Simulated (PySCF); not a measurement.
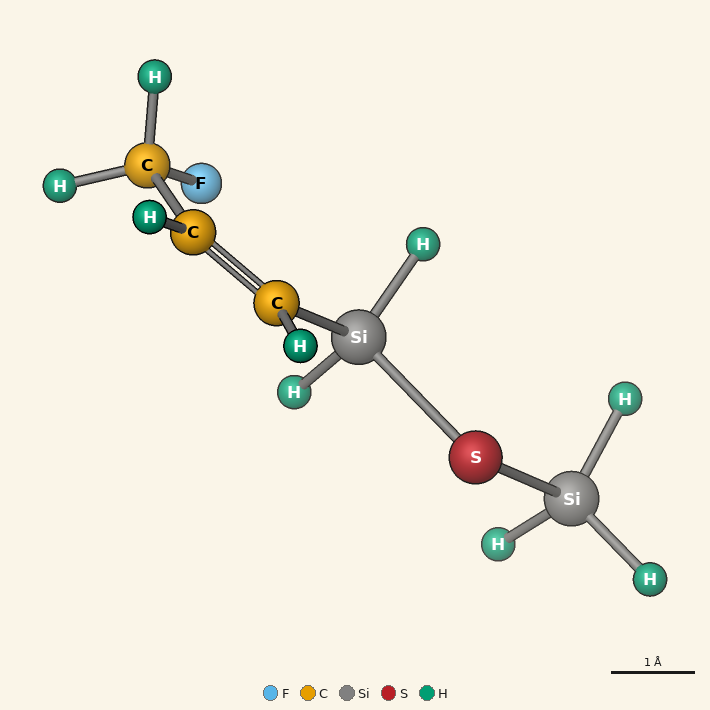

Distant atoms are faded towards the background colour. Computed geometry: GFN2-xTB optimisation. No frequency run is at hand to confirm it as a minimum. Masses are those of the most abundant isotopes; constants are for the rigid equilibrium geometry.

Classify the rotor and give the rotational constants (cm⁻¹).

An asymmetric top (Cs): A = 0.134, B = 0.0195, C = 0.0173 cm⁻¹. Ray's parameter κ is −0.96, close to the prolate limit.
